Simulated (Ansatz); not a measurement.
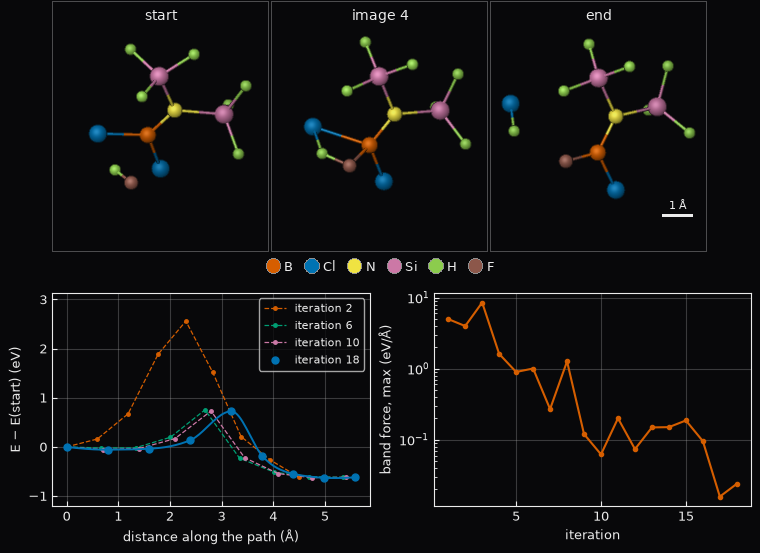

A search for the minimum-energy path of BSi$_{2}$NH$_{7}$Cl$_{2}$F, made up of BSi₂NH₆Cl₂ and HF by the nudged elastic band. Images are numbered from 0 (start) to 8 (end). The plot follows the band through its iterations. A ball-and-stick model, seen at a tilt.

Computed with RKS PBE0-D4/def2-SVP (Ansatz 0.2.0). Set-up: 7 movable images; climbing image.

> How did the profile develop, and is the result final?

The run is converged, with reservations. The band converged in 18 iterations. The largest component of the band force went from 5 to 0.024 eV/Å. The climbing image converged on the top of the path. Its curvatures weren't checked. The largest force component is 0.27 eV/Å at the start and 0.24 eV/Å at the end; an end with forces this large is no minimum, and the barrier measured from it can be far off. The first iteration put the highest image at 4.21 eV. The highest point, image 4, lies 0.72 eV above the start and 1.34 eV above the end; the end is at −0.62 eV relative to the start. Image 7 lies below both ends, at −0.63 eV, so an end isn't at the bottom of its valley.

Limits of the set-up: the start holds two separate molecules, 2.3 Å apart at their closest, whose relative position is a soft coordinate.
